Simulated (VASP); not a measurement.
Energy against volume of HfN (rock salt). All values below come from PBE GGA with D3 dispersion (Becke-Johnson damping), VASP's PBE PAW potentials (set 64) (plane waves; VASP).

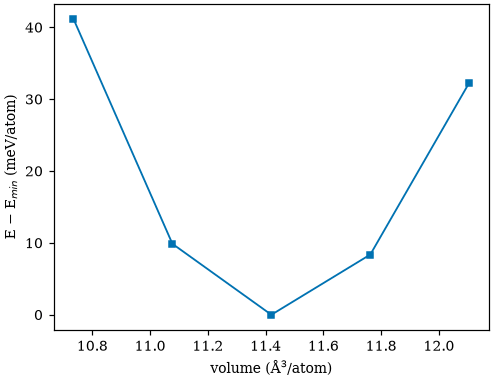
*Energy against volume*

Problem. Estimate the equilibrium volume and the bulk modulus.

Solution. The minimum lies near 11.4 Å³/atom, and the curvature gives B0 of about 280 GPa.

Measured: a 4.524 Å (computed value off by -0.4 %), as given by Seo, Lee, Wen, Petrov, Greene, Gall, J. Appl. Phys. 96, 878 (2004). The calculation is for a static lattice, while the measured a holds thermal and zero-point effects, which are part of the difference.

The compound is HfN in the rock salt structure. It was relaxed first.
